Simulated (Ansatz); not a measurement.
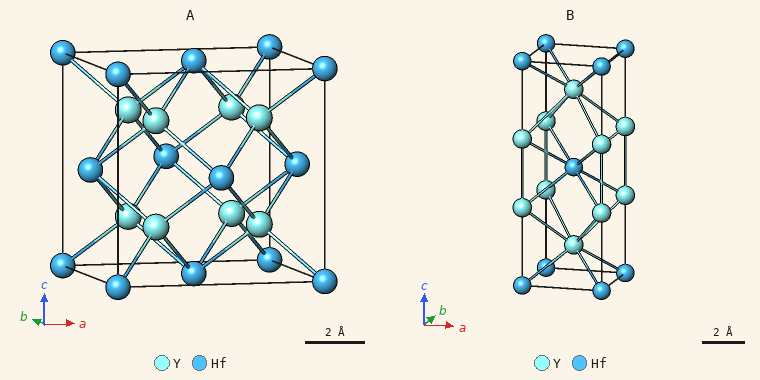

Two structures of Y2Hf, each relaxed to rest (conventional cells in solid outline, small ones repeated, not to one scale). Method: DFT PBE, scalar-relativistic, plane waves, PAW (Ansatz 0.2.0), without spin polarisation.

Which structures are these?

Answer. A: antifluorite, Fm-3m. B: 6 atoms a cell on a body-centred tetragonal lattice, I4/mmm.

Which form lies lower?

Answer. B is lower, by 606 meV/atom at this level of theory (energies at zero smearing). Volumes: A 33.5, B 28.7 Å³/atom.

One or both may be structure types tried for this composition rather than known phases.
